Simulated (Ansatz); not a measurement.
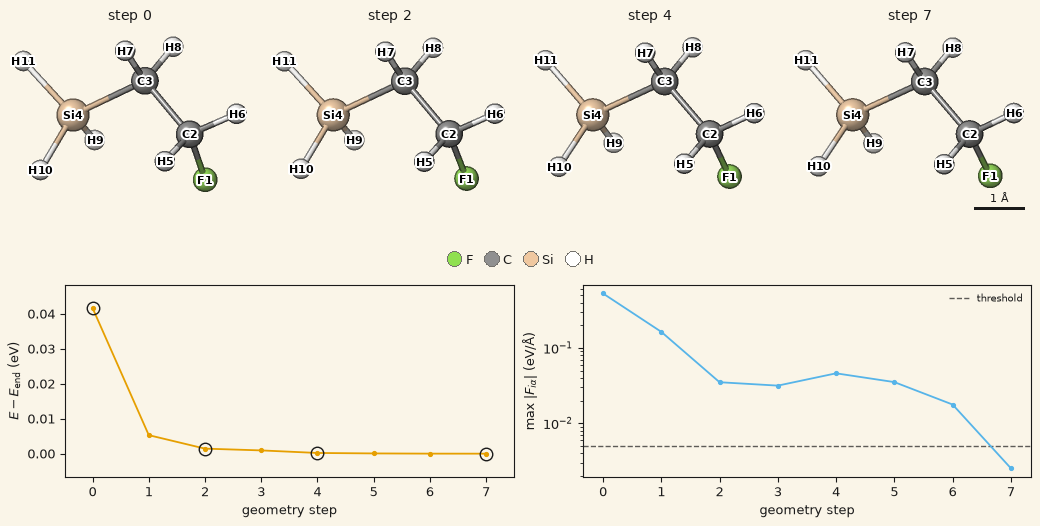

Frames of a relaxation of C2H7FSi, marked on the history of the run. Style: ball-and-stick. Shown from a free direction.

The start comes from PBE-D4/def2-SVP.

Computed with RKS PBE0-D4/def2-TZVP (Ansatz).

The input:
```yaml
crystal:
  periodic: [false, false, false]
  atoms:
    - {symbol: F, position_ang: [-1.190723, 1.449684, 0.634533]}
    - {symbol: C, position_ang: [0.181616, 1.217767, 0.715989]}
    - {symbol: C, position_ang: [0.476733, -0.260842, 0.508538]}
    - {symbol: Si, position_ang: [-0.421876, -0.997057, -1.004143]}
    - {symbol: H, position_ang: [0.683064, 1.833402, -0.065593]}
    - {symbol: H, position_ang: [0.529072, 1.576032, 1.711697]}
    - {symbol: H, position_ang: [1.570877, -0.405214, 0.377900]}
    - {symbol: H, position_ang: [0.183088, -0.849449, 1.404379]}
    - {symbol: H, position_ang: [-1.886796, -1.190402, -0.742893]}
    - {symbol: H, position_ang: [-0.243976, -0.093139, -2.193893]}
    - {symbol: H, position_ang: [0.184320, -2.337681, -1.325815]}
basis:
  gaussian: {orbitals: def2-TZVP}
hamiltonian: {xc: pbe0, dispersion: d4}
relax: {f_tol: 0.005, max_steps: 150}
```

Launched with:
```bash
ansatz run in.yaml --threads 2 --pin off --events-out ev --progress --plain --max-ram 4352MiB
```

**What happens along the run?**

The largest move after the best rigid fit is that of F1, 0.13 Å. Largest moves by element: F 0.13 Å, H 0.12 Å, Si 0.02 Å, C 0.02 Å. Near-neighbour distances that change, for instance: C3–Si4 1.907 → 1.886 Å, C2–H5 1.114 → 1.095 Å, Si4–H11 1.506 → 1.488 Å, Si4–H9 1.501 → 1.484 Å. The energy falls by 0.042 eV in 7 geometry steps. Largest force component: 0.53 eV/Å at the start, 0.0025 eV/Å at the end. Cost: 38 s on 2 threads of Arm Neoverse V1, on a shared host. From step 0 to 2: H5 moves most (0.04 Å), energy −0.040 eV. From step 2 to 4: F1 moves most (0.08 Å), energy −0.001 eV. From step 4 to 7: F1 moves most (0.02 Å), energy 0.000 eV.

```tsv
step	E − E(0), eV	largest force component, eV/Å
0	0.0000	0.5298
1	-0.0364	0.1639
2	-0.0402	0.0351
3	-0.0407	0.0316
4	-0.0415	0.0461
5	-0.0416	0.0352
6	-0.0416	0.0177
7	-0.0417	0.0025
```
